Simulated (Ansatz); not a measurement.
**Ligand exchange: CBrClF2 + SnH(CH3)3 → CHClF2 + Sn(CH3)3Br**

Species: CBrClF2 `FC(F)(Cl)Br`, singlet; SnH(CH3)3, singlet; CHClF2 `FC(F)Cl`, singlet; Sn(CH3)3Br (trimethyltin bromide), singlet. The partners trade Br for H: C–Br and Sn–H bonds give way to C–H and Sn–Br.

Shapes, held fixed at every level: PBE0-D4/def2-TZVP. Programs: Ansatz 0.2.0. The zero-point and thermal change to 298 K, harmonic and unscaled (PBE0-D4/def2-TZVP), is +14.7 kJ/mol.

| level | kind | ΔH(298 K) (kJ/mol) | less CCSD(T)/def2-TZVPP |
| --- | --- | --- | --- |
| HF/def2-SVP | Hartree–Fock | -228.3 | -36.1 |
| HF/def2-TZVPP | Hartree–Fock | -226.7 | -34.5 |
| r2SCAN-D4/def2-TZVPP | meta-GGA | -190.2 | +2.0 |
| B2PLYP/def2-TZVPP | double hybrid | -196.6 | -4.4 |
| MP2/def2-TZVPP | perturbation theory | -197.2 | -5.0 |
| CCSD/def2-TZVPP | coupled cluster or CI | -197.2 | -5.0 |
| CCSD(T)/def2-TZVPP | coupled cluster or CI | -192.2 | 0.0 |

The highest level, CCSD(T)/def2-TZVPP, gives ΔH(298 K) = -192.2 kJ/mol; the levels span -228.3 to -190.2. The column of differences is taken from that level and isn't an error. No measured value is set beside it here. For atoms past krypton def2 sets carry core potentials with scalar relativity. Relativity is left out for Br. Outer-core shells of Br, Sn are correlated, in sets that cover them unevenly.

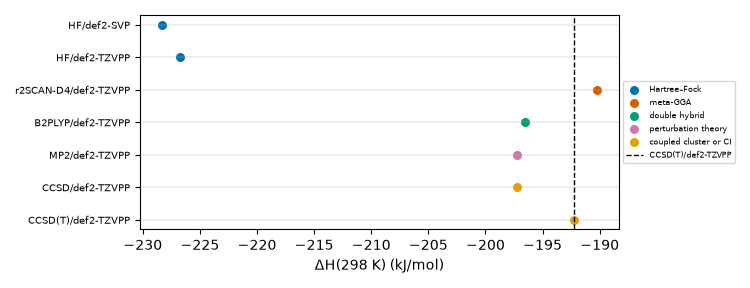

The values of the table, level by level.
